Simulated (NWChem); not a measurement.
# SiO2 (silicon dioxide molecule): levels of theory compared

Wanted: a comparison of 6 runs (HF/STO-3G, B3LYP/6-31G*, PBE0/cc-pVTZ, MP2/cc-pVTZ, CCSD(T)/def2-SVP, CCSD(T)/cc-pVTZ) of SiO2 (silicon dioxide molecule). 

The calculation is run with NWChem 7.3.0.

## 1. Starting point

The species is SiO2 (3 atoms), meant as a singlet with charge 0. SMILES: `O=[Si]=O`. Geometry: relaxed at PBE0-D4/def2-TZVP.

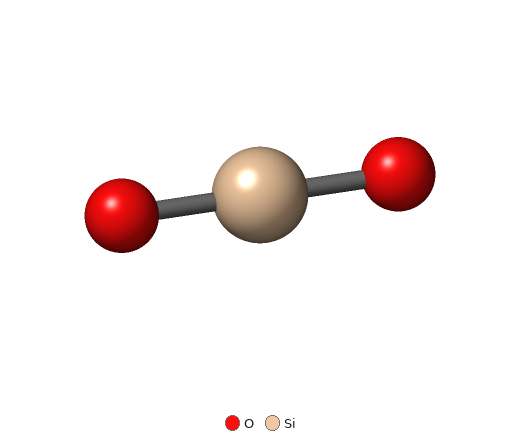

The structure, seen from a chosen angle (oxygen red, silicon light orange).

## 2. Energy and forces at HF/STO-3G (run 1)

The input, run.py:

```python
from ase import Atoms
from ase.calculators.nwchem import NWChem

molecule = Atoms(['O', 'Si', 'O'], positions=[
    [0.697730, 1.229600, 0.518760],
    [-0.000010, 0.000000, -0.000000],
    [-0.697730, -1.229610, -0.518760],
])

calc = NWChem(
    label='calc',
    theory='scf',
    memory='2200 mb',
    basis='STO-3G',
    basispar='spherical bse',
    scf={'nopen': '0', 'rhf': None, 'thresh': '1e-08', 'maxiter': '80', 'print': 'low'},
)
molecule.calc = calc

forces = molecule.get_forces()
print("Total energy (eV):", round(molecule.get_potential_energy(), 6))
print("forces (eV/A):")
for s, f in zip(molecule.symbols, forces):
    print(f"{s:2s} {f[0]:10.5f} {f[1]:10.5f} {f[2]:10.5f}")
```

Command:

```
$ export ASE_NWCHEM_COMMAND="nwchem PREFIX.nwi > PREFIX.nwo"
$ python run.py
```

The program printed:

```text
Total energy (eV): -11786.243678
forces (eV/A):
O     0.86003    1.51556    0.63943
Si    0.00000    0.00005    0.00000
O    -0.86003   -1.51561   -0.63943
```

The calculator wrote calc.nwi:

```
title "calc"

permanent_dir calc

scratch_dir calc

start calc

geometry units angstrom nocenter noautosym noautoz
  O  6.9772999999999996e-01 1.2296000000000000e+00 5.1876000000000000e-01
  Si -1.0000000000000001e-05 0.0000000000000000e+00 -0.0000000000000000e+00
  O  -6.9772999999999996e-01 -1.2296100000000001e+00 -5.1876000000000000e-01
end

memory 2200 mb

basis spherical bse noprint
   * library STO-3G
end

scf
  nopen 0
  rhf
  thresh 1e-08
  maxiter 80
  print low
end

task scf gradient
```

calc.nwo:

```text
Northwest Computational Chemistry Package (NWChem) 7.3.0
             --------------------------------------------------------

           Job information
           ---------------

    nwchem branch   = 7.3.0
    use scalapack   = T
    input           = calc.nwi
    prefix          = calc.
    data base       = calc/calc.db
    status          = startup
    nproc           =        1

           Memory information
           ------------------

    heap     =     72089598 doubles =      550.0 Mbytes
    stack    =     72089595 doubles =      550.0 Mbytes
    global   =    144179200 doubles =     1100.0 Mbytes (distinct from heap & stack)
    total    =    288358393 doubles =     2200.0 Mbytes
    verify   = yes
    hardfail = no

[... 34 lines left out ...]
            Nuclear Dipole moment (a.u.)
[... 51 lines left out ...]
 Forming initial guess at       0.1s

 Starting SCF solution at       0.1s

       Final RHF  results
       ------------------

         Total SCF energy =   -433.136469685161
      One-electron energy =   -784.312700243887
      Two-electron energy =    261.219785094865
 Nuclear repulsion energy =     89.956445463861

        Time for solution =      0.6s

                              NWChem Gradients Module
                              -----------------------

                         RHF ENERGY GRADIENTS

    atom               coordinates                        gradient
                 x          y          z           x          y          z
   1 O       1.318519   2.323607   0.980314   -0.016725  -0.029473  -0.012435
   2 Si     -0.000019   0.000000   0.000000   -0.000000  -0.000001  -0.000000
   3 O      -1.318519  -2.323626  -0.980314    0.016725   0.029474   0.012435

 Task  times  cpu:        0.7s     wall:        0.7s
 Total times  cpu:        0.8s     wall:        0.8s
```

Wall time 2.3 s (1 thread of Intel Xeon Platinum 8259CL at 2.50GHz (Skylake/Cascade Lake), shared host); peak memory 0.098 GiB.

## 3. Energy and forces at B3LYP/6-31G(d) (spherical functions) (run 2)

The input, a.nw:

```
start a
memory total 2200 mb

geometry noautosym nocenter noautoz
O     0.697730    1.229600    0.518760
Si   -0.000010    0.000000    0.000000
O    -0.697730   -1.229610   -0.518760
end

basis "ao basis" spherical bse
O library 6-31G*
Si library 6-31G*
end

dft
xc b3lyp
mult 1
grid xfine
convergence energy 1e-08
maxiter 100
mulliken
end

task dft gradient
```

Command:

```
$ nwchem a.nw > a.out
```

The program printed:

```text
[...]
          Wavefunction type:  closed shell.
          No. of atoms     :     3
          No. of electrons :    30
[...]
          Charge           :     0
          Spin multiplicity:     1
[...]
          AO basis - number of functions:    46
[...]
              XC Information
              --------------
                         B3LYP Method XC Potential
                     Hartree-Fock (Exact) Exchange  0.200
                        Slater Exchange Functional  0.800 local
                    Becke 1988 Exchange Functional  0.720 non-local
              Lee-Yang-Parr Correlation Functional  0.810
                  VWN I RPA Correlation Functional  0.190 local
[...]
 d= 0,ls=0.0,diis     1   -439.7476384364 -5.30D+02  4.77D-02  1.35D+00     1.7
[...]
 d= 0,ls=0.0,diis     7   -439.9227906792 -7.61D-09  7.73D-06  3.90D-08     7.3
         Total DFT energy =     -439.922790679221
      One electron energy =     -787.069203478963
           Coulomb energy =      295.337945269177
    Exchange-Corr. energy =      -38.147977933296
 Nuclear repulsion energy =       89.956445463861
[...]
      Total Density - Mulliken Population Analysis
     ---------------------------------------------
    Atom       Charge   Shell Charges
 -----------   ------   -------------------------------------------------------
    1 O    8     8.48   2.00  0.94  2.81  0.92  1.79  0.02
    2 Si  14    13.04   2.00  2.00  5.96  0.93  1.48  0.04  0.29  0.34
    3 O    8     8.48   2.00  0.94  2.81  0.92  1.79  0.02
[...]
  wavefunction    = closed shell
                         DFT ENERGY GRADIENTS
    atom               coordinates                        gradient
                 x          y          z           x          y          z
   1 O       1.318519   2.323607   0.980314   -0.008033  -0.014157  -0.005973
   2 Si     -0.000019   0.000000   0.000000   -0.000020  -0.000034  -0.000015
   3 O      -1.318519  -2.323626  -0.980314    0.008053   0.014192   0.005987
[...]
```

Run time: 11 s. Hardware: 1 thread of Intel Xeon Platinum 8259CL at 2.50GHz (Skylake/Cascade Lake), shared host; peak memory 0.12 GiB.

Runs 3 to 4 aren't shown in full; the table further down has their settings and results.

## 4. A single-point energy at CCSD(T)/def2-SVP (run 5)

The input, calc.nw:

```
start calc
memory 2200 mb
charge 0
geometry units atomic noautosym nocenter noautoz
   O      1.31851861     2.32360724     0.98031432
   Si    -0.00001890     0.00000000     0.00000000
   O     -1.31851861    -2.32362614    -0.98031432
end
basis spherical bse
   * library def2-SVP
end
scf
   thresh 1e-08
   maxiter 80
   print low
end
ccsd
   freeze core 7
   maxiter 60
end
task ccsd(t) energy
```

Command:

```
$ nwchem calc.nw > calc.out
```

The program printed:

```text
[...]
  functions       =    46
[...]
  wavefunction    = RHF
[...]
         Total SCF energy =   -438.415094531078
      One-electron energy =   -786.535620571083
      Two-electron energy =    258.164086981931
 Nuclear repulsion energy =     89.956439058073
        Time for solution =      2.8s
[...]
 Total MP2 energy:           -438.882999919933866
[...]
             energy      energy      error      ampl     ampl      Block
                                                time     time      time
[...]
 Total CCSD energy:           -438.878080061497599
[...]
 Total CCSD+T(CCSD) energy:           -438.899354738729244
[...]
 Total CCSD(T) energy:                -438.895747438853789
[...]
```

Wall time 18 s (1 thread of Intel Xeon Platinum 8259CL at 2.50GHz (Skylake/Cascade Lake), shared host); peak memory 0.11 GiB.

## 5. The energy at CCSD(T)/cc-pVTZ (run 6)

The input, m1.nw:

```
start m1
title "O2Si ccsd(t)"
memory stack 880 mb heap 220 mb global 1100 mb
charge 0

geometry noautosym nocenter noautoz
 O      0.697730     1.229600     0.518760
 Si    -0.000010     0.000000     0.000000
 O     -0.697730    -1.229610    -0.518760
end

basis "ao basis" spherical bse
 * library cc-pVTZ
end

scf
 thresh 1e-08
 maxiter 80
end

ccsd
 freeze core 7
 maxiter 60
end

task ccsd(t)
```

Command:

```
$ nwchem m1.nw > m1.out
```

The program printed:

```text
[...]
  functions       =    94
[...]
  wavefunction    = RHF
[...]
         Total SCF energy =   -438.719109574842
      One-electron energy =   -786.951455552070
      Two-electron energy =    258.275900513368
 Nuclear repulsion energy =     89.956445463861
        Time for solution =     63.3s
[...]
 Total MP2 energy:           -439.306275069192736
[...]
             energy      energy      error      ampl     ampl      Block
                                                time     time      time
[...]
 Total CCSD energy:           -439.293916191103904
[...]
 Total CCSD+T(CCSD) energy:           -439.326009402855334
[...]
 Total CCSD(T) energy:                -439.322923465388669
[...]
```

Wall time 5.5 min (1 thread of Intel Xeon Platinum 8259CL at 2.50GHz (Skylake/Cascade Lake), shared host); peak memory 0.23 GiB.

## 6. Overview of the runs

| run | level | iteration cap | module | energy (Eh) | largest force (eV/Å) | wall time |
| --- | --- | --- | --- | --- | --- | --- |
| 1 | HF/STO-3G | 80 | scf | -433.136470 | 1.856 | 2.3 s |
| 2 | B3LYP/6-31G* (spherical functions) | 100 | dft | -439.922791 | 0.894 | 11 s |
| 3 | PBE0/cc-pVTZ | 100 | dft | -439.729076 | 0.372 | 50 s |
| 4 | MP2/cc-pVTZ | 80 | mp2 | -439.306275 | 1.363 | 2.8 min |
| 5 | CCSD(T)/def2-SVP | 80 | ccsd(t) | -438.895747 | – | 18 s |
| 6 | CCSD(T)/cc-pVTZ | 80 | ccsd(t) | -439.322923 | – | 5.5 min |

## 7. Outcome

```
                                          quantity          value
                               run 6: total energy  -439.32292 Eh
        run 6: HOMO energy (Hartree–Fock orbitals)      -13.79 eV
        run 6: LUMO energy (Hartree–Fock orbitals)        0.20 eV
      run 6: HOMO–LUMO gap (Hartree–Fock orbitals)       14.00 eV
run 6: correlation energy (7 core orbitals frozen)     -603.8 mEh
                             run 6: (T) correction     -29.01 mEh
```

Totals of different functionals can't be ranked against each other. In run 1 the basis is minimal, so the values are rough. All runs together took 9.6 min, the longest 5.5 min.
